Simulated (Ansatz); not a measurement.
Fields on a plane of Te (trigonal-Te type, space group P3_121)

```
Te
1.0
    4.51819     0.00000     0.00000
   -2.25910     3.91287     0.00000
    0.00000     0.00000     5.95554
Te
3
Cartesian
  1.21289   0.00000   1.98518
 -0.60644   1.05039   3.97036
  1.65265   2.86248   0.00000
```

The slice is a (-1 1 0 2) plane (indices of the conventional cell) through the point (0.000, 0.268, 0.667) (fractional), spanned by u = [110] and v = [1 -1 1] in vectors of this cell: u (4.52 Å) and v (9.83 Å, at 90° to u). It covers one period; positions are fractions (u, v).

Atoms on it: Te at (0.00, 0.00). Other atoms lie within 1 Å of the plane.

Method: PBE (plane waves to 420 eV, PAW, scalar-relativistic; Ansatz, an electronic-structure program). k mesh 9×9×6. Near the nuclei the fields are pseudised (PAW); where an atom keeps semicore shells as valence, they peak there. Spin-orbit coupling is left out, though Te is heavy. Te was relaxed with its symmetry unable to fall.

```tsv
v \ u	0.00	0.09	0.18	0.27	0.36	0.45	0.55	0.64	0.73	0.82	0.91
0.88	0.67	0.58	0.37	0.24	0.39	0.53	0.42	0.24	0.28	0.62	0.73
0.75	0.04	0.15	0.58	0.61	0.45	0.17	0.17	0.45	0.58	0.51	0.11
0.62	0.15	0.21	0.27	0.38	0.46	0.48	0.55	0.67	0.59	0.21	0.09
0.50	0.55	0.63	0.58	0.41	0.18	0.06	0.03	0.02	0.04	0.13	0.34
0.38	0.10	0.11	0.09	0.05	0.05	0.09	0.16	0.17	0.11	0.07	0.08
0.25	0.07	0.02	0.04	0.23	0.66	0.73	0.66	0.63	0.65	0.58	0.27
0.12	0.57	0.66	0.63	0.28	0.23	0.46	0.51	0.52	0.56	0.56	0.55
0.00	x	x	0.51	0.71	0.46	0.07	0.08	0.41	0.63	0.46	x
```

Values: electron localisation function (ELF). Points within 0.5 Å of a nucleus are blanked (x), as the pseudised field means little there.

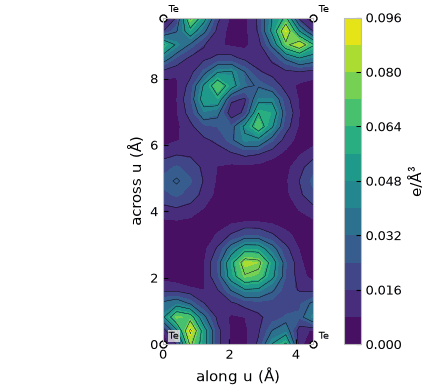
Fig. 1. Density of the highest valence band (whole band, smooth part) in e/Å³, one period of the plane, atoms marked.
